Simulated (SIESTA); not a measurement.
Band structure of FeCo (Pm-3m, 2 atoms in the cell).

```
CELL_PARAMETERS angstrom
      2.78679     0.00000     0.00000
      0.00000     2.78679     0.00000
      0.00000     0.00000     2.78679
ATOMIC_POSITIONS crystal
  Fe 0.00000 0.00000 0.00000
  Co 0.50000 0.50000 0.50000
```
Moments meant for the start (each program seeds them in its own way; μB, in the order of the atoms Fe Co): 4.0 3.0.

Computed with GGA PBE, numerical atomic orbitals DZP, PseudoDojo PBE standard norm-conserving potentials (rewritten from UPF to PSML) (SIESTA).

Settings: XC.functional = GGA; XC.authors = PBE; potentials = PseudoDojo PBE standard; PAO.BasisSize = DZP; PAO.EnergyShift = 0.01 Ry; MeshCutoff = 350 Ry; kgrid.MonkhorstPack = 16 16 16; OccupationFunction = MP; OccupationMPOrder = 0; ElectronicTemperature = 0.05 eV; Spin = polarized; DM.InitSpin = [1 +4.00, 2 +3.00]; MaxSCFIterations = 150; SCF.Mixer.Method = Pulay.

The starting cell comes from a database of computed structures (which also holds hypothetical and non-ambient phases and stackings), without a prior relaxation at this level. Its lattice was rescaled by a random factor within 2.5 % of one. The magnetic order is the one reached from the typed start; others were not searched systematically. Values carry the incompleteness of an atom-centred basis.

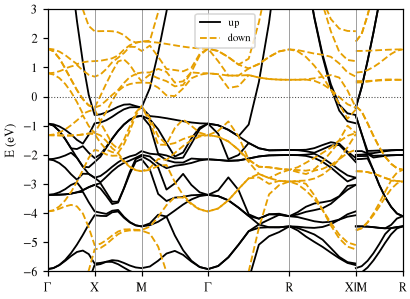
Fig. 1. Bands along the path, energies from the Fermi level.

Levels in eV from the Fermi level, bands 16 to 21 of the first spin channel:
```csv
point,16,17,18,19,20,21
Γ,-2.15,-0.93,-0.93,-0.93,10.10,10.10
X,-2.79,-2.25,-2.11,-0.92,-0.63,17.54
M,-1.87,-0.66,-0.66,-0.38,-0.38,6.74
R,-2.01,-1.83,-1.83,8.14,8.14,8.14
```

Bands cross the Fermi level along this path, so the cell is metallic at this level.

Higher empty bands are left out: an atom-centred basis made for the valence describes them poorly.

The net moment of the cell came out as 4.52 μB.
